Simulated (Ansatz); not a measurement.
# Abstraction of F: C2HF5O + CH2F → C2HF4O + CH2F2

Species: C2HF5O ((difluoromethoxy)(trifluoro)methane) `FC(F)OC(F)(F)F`, singlet; CH2F `[CH2]F`, doublet; C2HF4O `F[C](F)OC(F)F`, doublet; CH2F2 (difluoromethane) `FCF`, singlet. A radical takes F: the energy is the difference in strength between two C–F bonds in different surroundings.

Shapes, held fixed at every level: PBE0-D4/def2-TZVP. Flexible molecules stand in one conformer, not always the lowest. Programs: Ansatz 0.2.0. Electronic energies: no zero-point or thermal term.

```json
{"level": "r2SCAN-D4/def2-TZVPP", "kind": "meta-GGA", "ΔE (kJ/mol)": "+29.8", "less CCSD(T)/CBS estimate": "-0.9", "CPU time (sum over the molecules)": "48 s"}
{"level": "B3LYP-D4/def2-TZVPP", "kind": "global hybrid", "ΔE (kJ/mol)": "+21.9", "less CCSD(T)/CBS estimate": "-8.8", "CPU time (sum over the molecules)": "53 s"}
{"level": "PBE0-D4/def2-TZVPP", "kind": "global hybrid", "ΔE (kJ/mol)": "+25.7", "less CCSD(T)/CBS estimate": "-5.0", "CPU time (sum over the molecules)": "37 s"}
{"level": "wB97X-V/def2-TZVPP", "kind": "range-separated hybrid", "ΔE (kJ/mol)": "+29.3", "less CCSD(T)/CBS estimate": "-1.4", "CPU time (sum over the molecules)": "78 s"}
{"level": "B2PLYP/def2-TZVPP", "kind": "double hybrid", "ΔE (kJ/mol)": "+23.9", "less CCSD(T)/CBS estimate": "-6.8", "CPU time (sum over the molecules)": "64 s"}
{"level": "MP2/def2-TZVPP", "kind": "perturbation theory", "ΔE (kJ/mol)": "+30.1", "less CCSD(T)/CBS estimate": "-0.6", "CPU time (sum over the molecules)": "–"}
{"level": "CCSD/def2-TZVPP", "kind": "coupled cluster or CI", "ΔE (kJ/mol)": "+32.5", "less CCSD(T)/CBS estimate": "+1.8", "CPU time (sum over the molecules)": "–"}
{"level": "CCSD(T)/CBS estimate", "kind": "coupled cluster or CI", "ΔE (kJ/mol)": "+30.7", "less CCSD(T)/CBS estimate": "0.0", "CPU time (sum over the molecules)": "4.1 min"}
```

The highest level, CCSD(T)/CBS estimate, gives ΔE = +30.7 kJ/mol; the levels span +21.9 to +32.5. The column of differences is taken from that level and isn't an error. No measured value is set beside it here. Open shells run unrestricted unless RO is named. The CBS estimate extrapolates MP2 from def2-TZVPP and def2-QZVPP and adds CCSD(T) − MP2 in the triple-zeta set, cores frozen. Times are processor times on shared x86 and Arm servers, and rough.

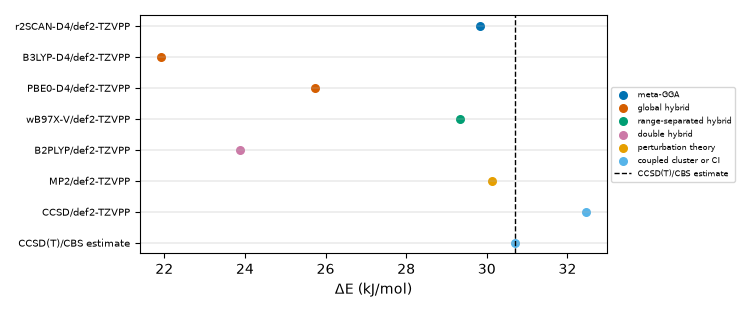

The values of the table, level by level.
